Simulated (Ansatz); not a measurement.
**Profile along the I–K line in KI (rock salt)**

KI (rock salt)

```
KI
1.0
    0.00000     3.59063     3.59063
    3.59063     0.00000     3.59063
    3.59063     3.59063     0.00000
I K
1 1
Direct
  0.00000   0.00000   0.00000
  0.50000   0.50000   0.50000
```

Fields along a shortest I–K line of a {100} plane (3.59 Å), from I to K, interpolated on the slice's grid (step about 0.2 Å). These are PBE (plane waves to 420 eV, PAW, scalar-relativistic; Ansatz, an electronic-structure program) values and carry that method's errors. k mesh 8×8×8. Inside the PAW spheres the values are not all-electron values, and peaks at nuclei hang on which shells count as valence. KI was relaxed with its symmetry unable to fall. Spin-orbit coupling is left out, though I is heavy. The relaxed volume of KI is well above the measured one; the method has no dispersion term.

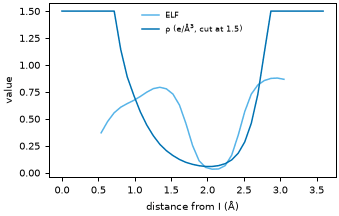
Figure: ELF (away from the nuclei) and valence density from I to K.

Density on the I–K line (3.59 Å) at its density minimum, 2.0 Å from I: 0.06 e/Å³. ELF at that point: 0.05. ELF maximum in the middle third of the I–K line: 0.79, 1.3 Å from I.
